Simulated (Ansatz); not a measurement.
**One shape, several levels: triplet AlCl2F**

We compute a comparison of 6 runs (UHF/def2-SVPD, U-r2SCAN/def2-SVPD, USVWN5/def2-SVPD, RPA@PBE0/def2-SVPD, UMP2/def2-SVPD, UCCSD/def2-SVPD) of triplet AlCl2F. 

The calculation is run with Ansatz 0.2.0.

41 further runs of the same task are left out: 41 set aside as unsound or not needed.

**1. Starting point**

AlCl2F: 4 atoms, total charge 0, spin state triplet. SMILES of the parent species: `[F][Al]([Cl])[Cl]`. Geometry: relaxed at PBE0-D4/def2-TZVP. That shape belongs to the parent species and isn't relaxed for this state.

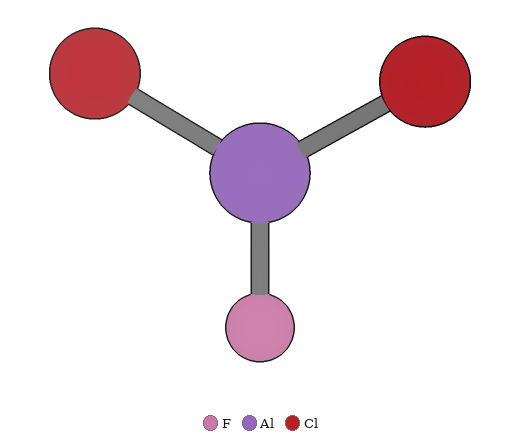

The structure, seen from a chosen angle (fluorine pink, aluminium purple, chlorine red).

**2. A single-point energy at UHF/def2-SVPD (run 1)**

File in.yaml:

```yaml
crystal:
  periodic: [false, false, false]
  atoms:
    - symbol: F
      position_ang: [0.087420, 0.388220, 1.682350]
    - symbol: Al
      position_ang: [0.004800, 0.021530, 0.093600]
    - symbol: Cl
      position_ang: [1.223040, -1.463690, -0.663450]
    - symbol: Cl
      position_ang: [-1.315270, 1.053930, -1.112510]
basis:
  gaussian:
    orbitals: def2-SVPD
magnetization:
  spin_polarized: true
  initial_magnetization: 2
hamiltonian:
  xc: hf
accuracy: high
output: {orbitals: {seedname: orbitals}}
```

Run with:

```
$ ansatz run in.yaml --threads 1 --pin off --max-ram 3480MiB --events-out events.jsonl --progress --plain --runs-dir runs
```

What it wrote (excerpt; [...] marks lines left out):

```text
Warning: RAYON_NUM_THREADS=1 ignored (pool sized by the plan → 1); use --threads N
Functional definition: HF
  name "HF"
[...]
1837 factors; integrals over basis functions are off by at most 3.0e-9 eV
[...]
mean field -34283.49668284 eV, -1259.8952649059 hartree, gradient 4.2e-8 eV, S^2 2.010524; 6 other end points of the search recorded, 0 dependent functions left out
reference -34283.49668284 eV, -1259.8952649059 hartree; 29, 27 occupied and 72, 74 virtual orbitals, 1837 factors
Total energy: -34283.49668284 eV, -1259.8952649059 hartree
```

It took 48 s on 1 thread of Intel Xeon Platinum 8375C at 2.90GHz (Ice Lake), shared host; peak memory 0.54 GiB.

**3. The energy at U-r2SCAN/def2-SVPD (run 2)**

File input.yaml:

```yaml
crystal:
  periodic: [false, false, false]
  atoms:
    - {symbol: F, position_ang: [0.087420, 0.388220, 1.682350]}
    - {symbol: Al, position_ang: [0.004800, 0.021530, 0.093600]}
    - {symbol: Cl, position_ang: [1.223040, -1.463690, -0.663450]}
    - {symbol: Cl, position_ang: [-1.315270, 1.053930, -1.112510]}
basis:
  gaussian:
    orbitals: def2-SVPD
accuracy: high
magnetization:
  spin_polarized: true
  initial_magnetization: 2
output:
  orbitals: {seedname: orbitals}
hamiltonian:
  xc: {name: r2SCAN}
```

Run with:

```
$ ansatz run input.yaml --threads 1 --pin off --max-ram 3480MiB --events-out events.jsonl --progress --plain --runs-dir runs
```

What it wrote (excerpt; [...] marks lines left out):

```text
Warning: RAYON_NUM_THREADS=1 ignored (pool sized by the plan → 1); use --threads N
Functional definition: r2SCAN
  name "r2SCAN"
[...]
1837 factors; integrals over basis functions are off by at most 3.0e-9 eV
[...]
mean field -34343.67704062 eV, -1262.1068522624 hartree, gradient 1.8e-8 eV, S^2 2.005615; 11 other end points of the search recorded, 0 dependent functions left out
reference -34343.67705665 eV, -1262.1068528516 hartree; 29, 27 occupied and 72, 74 virtual orbitals, 1837 factors
Total energy: -34343.67705665 eV, -1262.1068528516 hartree
```

Wall time 2.5 min (1 thread of Intel Xeon Platinum 8375C at 2.90GHz (Ice Lake), shared host); peak memory 0.51 GiB.

Runs 3 to 5 aren't shown in full; the table further down has their settings and results.

**4. A single-point energy at UCCSD/def2-SVPD (run 6)**

in.yaml, as its differences from that of step 2:

```diff
@@ -12,10 +12,6 @@
 basis:
-  gaussian:
-    orbitals: def2-SVPD
-magnetization:
-  spin_polarized: true
-  initial_magnetization: 2
-hamiltonian:
-  xc: hf
+  gaussian: {orbitals: def2-SVPD}
+magnetization: {spin_polarized: true, initial_magnetization: 2}
+correlation: {method: ccsd, frozen_orbitals: {Al: 5, Cl: 5, F: 1}}
 accuracy: high
-output: {orbitals: {seedname: orbitals}}
+scf: {omitted_lower_state_checks: [cluster_reference, increment]}
```

Run with:

```
$ ansatz run in.yaml --threads 1 --pin off --max-ram 3480MiB --events-out events.jsonl --progress --plain --runs-dir runs
```

What it wrote:

```text
Warning: RAYON_NUM_THREADS=1 ignored (pool sized by the plan → 1); use --threads N
[... 21 lines left out ...]
16 core orbitals not correlated: weight in the atoms' cores, before any rotation towards them, 1.000 or more for the frozen orbitals, at most 0.000 for the correlated occupied ones
[... 63 lines left out ...]
Total energy: -34298.72761463 eV, -1260.4549913251 hartree
Checks for a lower state left out: cluster_reference, increment
```

It took 2.1 min on 1 thread of Intel Xeon Platinum 8375C at 2.90GHz (Ice Lake), shared host; peak memory 1.2 GiB.

**5. The series**

```csv
run,level,frozen core orbitals,energy (Eh),⟨S²⟩,wall time
1,UHF/def2-SVPD,–,-1259.895265,2.011,48 s
2,U-r2SCAN/def2-SVPD,–,-1262.106853,2.006,2.5 min
3,USVWN5/def2-SVPD,–,-1257.600368,2.001,11 s
4,RPA@PBE0/def2-SVPD,16,-1260.651795,2.006,26 s
5,UMP2/def2-SVPD,16,-1260.417652,2.011,52 s
6,UCCSD/def2-SVPD,16,-1260.454991,2.011,2.1 min
```

**6. Outcome**

| quantity | value |
| --- | --- |
| run 6: total energy | -1260.45499 Eh |
| run 6: correlation energy (16 core orbitals frozen) | -559.7 mEh |
| run 6: ⟨S²⟩ of the reference determinant | 2.011 |
| run 6: T1 diagnostic | 0.073 |

In words: Below the UHF energy at the same shape and in the same basis (def2-SVPD): UMP2 -522.4 mEh; UCCSD -559.7 mEh. Totals of different functionals can't be ranked against each other. All runs together took 6.9 min, the longest 2.5 min.
